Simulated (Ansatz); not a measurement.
# Cu2Mo, from a guessed structure to a relaxed one, part 2 of 2

Starting from a made-up structure for Cu2Mo, the aim is the relaxed cell, its shortest contacts and, where a second run follows, its electronic structure.

Ansatz 0.2.0; DFT, PBEsol, plane-wave PAW, files of the set soft_1, scalar-relativistic, ferromagnetic start, cell and ions relaxed at zero pressure; PAW set soft_1 (the session's first sound run).

So far: Starting point; Relaxing cell and atoms. The relaxed cell has a = 6.685 Å (conventional setting).

### 3. Bands of the relaxed cell

With the geometry fixed, one more self-consistent run, with a narrower smearing and the mesh shown in its input, gives the bands, and its pressure, and its forces where symmetry allows any, show how far the geometry depends on these settings.

This step: DFT, PBEsol, plane-wave PAW, files of the set soft_1, scalar-relativistic, no spin, bands and density of states at the relaxed cell; PAW set soft_1 (Ansatz 0.2.0).

File input.yaml:

```yaml
crystal:
  lattice:
    - [0.0, 3.342307324, 3.342307324]
    - [3.342307324, 0.0, 3.342307324]
    - [3.342307324, 3.342307324, 0.0]
  atoms:
    - { symbol: Mo, position: [0.25, 0.25, 0.25] }
    - { symbol: Mo, position: [0.0, 0.0, 0.0] }
    - { symbol: Cu, position: [0.625, 0.125, 0.625] }
    - { symbol: Cu, position: [0.625, 0.625, 0.125] }
    - { symbol: Cu, position: [0.125, 0.625, 0.625] }
    - { symbol: Cu, position: [0.625, 0.625, 0.625] }
kpoints:
  mp_grid: { grid: [8, 8, 8] }
  band_path:
    path:
      - [[0.0, 0.0, 0.0], [0.5, 0.0, 0.5], [0.5, 0.25, 0.75], [0.375, 0.375, 0.75], [0.0, 0.0, 0.0], [0.5, 0.5, 0.5], [0.625, 0.25, 0.625], [0.5, 0.25, 0.75], [0.5, 0.5, 0.5], [0.375, 0.375, 0.75]]
      - [[0.625, 0.25, 0.625], [0.5, 0.0, 0.5]]
    npoints: 8
scf:
  occupations: { method: fermi_dirac, width: 0.03 }
  n_extra_bands: 10
hamiltonian:
  xc: pbesol
  pseudopotentials: { kind: paw, azcp: { folder: soft_1 }, xc_functional: pbe }
output:
  forces: true
  stress: true
  write_bands: true
  dos: { projected: true }
  write_density: true
  write_potential: true
  elf: true
  volumetric_format: npy
```

Launch:

```bash
$ ansatz run input.yaml --threads 4 --pin off --max-ram 10240MiB --backend cpu --events-out ev --progress --plain --runs-dir out
```

Numbers of over 12 decimals in the logs are rounded to 6 here.

What it wrote:

```text
[...]
Crystal: 6 atoms, lattice volume = 74.674 Å³
Basis set: ecut = 420 eV, 1459 PW (Γ), exchange–correlation on 64×64×64 points (8 copies of the dense FFT grid, shifted against one another)
Bands: 62, of which v1, the nominal top of the filled ones, is band 52 counted from 1 (51 counted from 0)
Symmetry: 48 space group operations
[...]
k-points: 29 of 512
[...]
SCF iter   1: F=—  HF=-36155.027400 eV  |F-HF|=—  |Δ(HF+E_count)|=         —  Δρ=2.39e-1  dr2=2.71e1  ethr=3.10e-3  ⟨swp⟩=4.5  Hψ=5321  notcnv=0  defer=4
[...]
SCF iter   9: F=-36148.969712 eV  HF=-36148.969712 eV  |F-HF|=2.32e-8  |Δ(HF+E_count)|=   8.18e-8  Δρ=4.94e-6  dr2=2.79e-8  ethr=9.62e-11  ⟨swp⟩=12.5  Hψ=11047  notcnv=0
SCF 1 converged in 9 iterations: F = -36148.969712 eV  dr2 = 2.79e-8
[...]
NSCF: frozen V_eff on 82 k-points
SCF converged after 9 iterations
Free energy (F): -36148.969712 eV
[...]
Internal energy: -36148.950652 eV  (E = F + TS)
E sigma→0 (E₀):  -36148.960182 eV
Entropy (-TS):   -0.019060 eV (-3.177 meV/atom)
Fermi energy:    18.901419 eV
[...]
--- Stress (GPa, compression-positive) ---
        0.097049       0.000000       0.000000
        0.000000       0.097049       0.000000
        0.000000       0.000000       0.097049
  P = ⅓ Tr σ = 0.0970 GPa (0.970 kbar)
--- Band table (eV; the first three rows and the last of 29) ---
  k-point 0: bands = [... 48 lower, 17.5845, 17.5845, 18.5598, 18.5598, 18.5598, 18.8868, 21.1983, 21.1983, ... 6 higher]
  k-point 1: bands = [... 48 lower, 17.7850, 17.8336, 17.8336, 18.5254, 18.5254, 19.6763, 21.1449, 21.1449, ... 6 higher]
  k-point 2: bands = [... 48 lower, 17.5942, 17.9607, 17.9607, 18.5440, 18.5440, 20.4070, 21.0442, 21.0442, ... 6 higher]
  k-point 28: bands = [... 48 lower, 18.5340, 18.5340, 18.5563, 18.5563, 20.1002, 20.1002, 20.6543, 20.6543, ... 6 higher]
```

The job ended after 7 s (4 threads of Arm Neoverse V1, shared host; peak memory 0.54 GiB; 26 s of CPU time).

Numbers from this step:

* free energy: -36148.9697 eV
* energy at zero smearing: -36148.9602 eV
* smearing term TS: 0.01906 eV
* Fermi energy: 18.90 eV
* pressure: 0.09705 GPa

From bands.tsv, the bands that come nearest the Fermi level along the path, at its corners, in eV from the Fermi level:

```
point  band 49  band 50  band 51  band 52  band 53  band 54  band 55  band 56
    Γ    -1.32    -1.32    -0.34    -0.34    -0.34    -0.01     2.30     2.30
    X    -0.46    -0.46     0.41     0.41     0.60     0.60     1.91     1.91
    W    -0.37    -0.37    -0.35    -0.35     1.20     1.20     1.75     1.75
    K    -0.72    -0.33     0.05     0.09     0.27     1.33     1.52     1.89
    Γ    -1.32    -1.32    -0.34    -0.34    -0.34    -0.01     2.30     2.30
    L    -0.48    -0.48    -0.24    -0.19    -0.19     0.06     2.14     2.14
    U    -0.72    -0.33     0.05     0.09     0.27     1.33     1.52     1.89
    W    -0.37    -0.37    -0.35    -0.35     1.20     1.20     1.75     1.75
    L    -0.48    -0.48    -0.24    -0.19    -0.19     0.06     2.14     2.14
    K    -0.72    -0.33     0.05     0.09     0.27     1.33     1.52     1.89
    U    -0.72    -0.33     0.05     0.09     0.27     1.33     1.52     1.89
    X    -0.46    -0.46     0.41     0.41     0.60     0.60     1.91     1.91
```

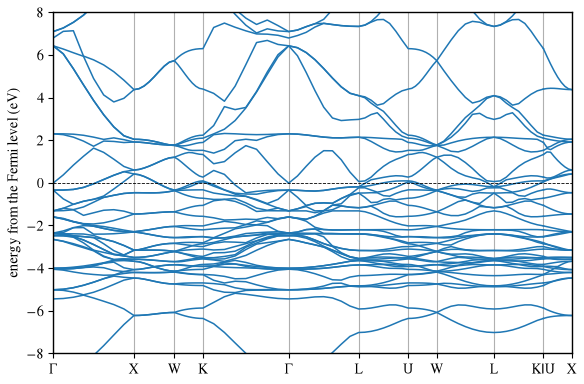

Bands along the path. 24 bands lie wholly below the window drawn.

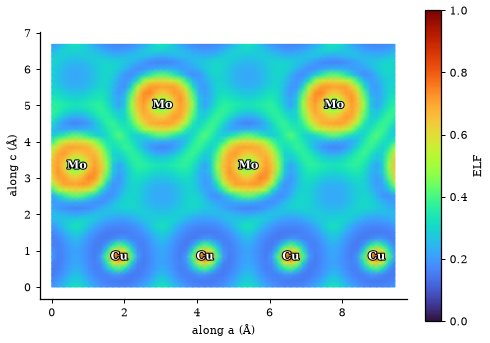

ELF in the ac plane of a cell with a along [110], b along [-110] and c along [001] of the cube at fractional y = 0.000, with atoms of Mo and Cu within 0.2 Å of it. It is the smooth field of the valence electrons, not physical close to the nuclei. The map starts off the cell's origin, so that atoms lie inside it.

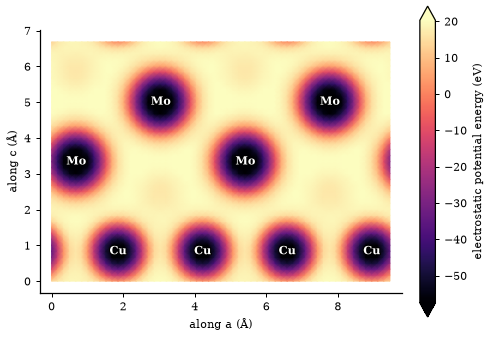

Electrostatic potential energy in the ac plane of a cell with a along [110], b along [-110] and c along [001] of the cube at fractional y = 0.000, with atoms of Mo and Cu within 0.2 Å of it. With pseudopotentials it is smooth inside the atoms' cores, unlike the true potential. The map starts off the cell's origin, so that atoms lie inside it.

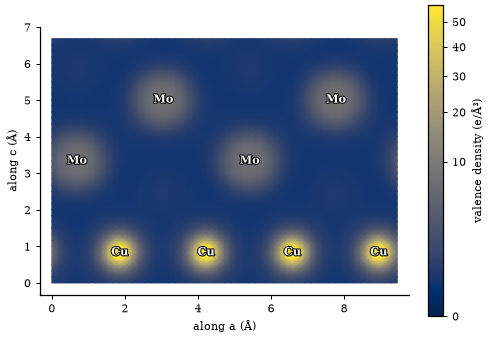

Valence density in the ac plane of a cell with a along [110], b along [-110] and c along [001] of the cube at fractional y = 0.000, with atoms of Mo and Cu within 0.2 Å of it. It is the smooth field of the valence electrons, not physical close to the nuclei. The map starts off the cell's origin, so that atoms lie inside it. The colour scale is stretched toward low values.

### 4. Outcome

```json
{
 "space group, relaxed": "Fd-3m",
 "conventional cell": "a = 6.685, b = 6.685, c = 6.685 Å; α = 90.0°, β = 90.0°, γ = 90.0°",
 "volume per atom": "12.45 Å³ (guess 12.59)",
 "total moment": "0.00 μB in the cell of 6 atoms"
}
```

**Reading.** Cu2Mo relaxes to Fd-3m with a = 6.685, b = 6.685 and c = 6.685 Å. The guessed volume was near the relaxed one. The space group Fd-3m was held in the relaxation, so the end point is a stationary structure within it and may be a saddle against distortions or other arrangements. The moments died out from this one start and weren't seeded again at the relaxed cell. Bands cross the Fermi level, so it is a metal or semimetal at this level. On the 8×8×8 mesh with the narrower smearing (relaxed on 7×7×7) the forces vanish, as symmetry may demand, and the largest stress component is 0.097 GPa, against the relaxation's thresholds of 0.015 eV/Å and 0.05 GPa. The cutoff wasn't tested. No dispersion term is used, so weakly bound directions may come out too long. Nothing here tests whether the compound is stable against decomposition.

[Logs are printed without paths, hosts, clocks, repeated set-up lines and the standing remarks that a program may print on its own settings, such as how far it seeks lower states.]

[Hosts, paths, dates, database ids (printed as entryN), source tags and the programs' standing remarks are cut or masked in the printed files.]
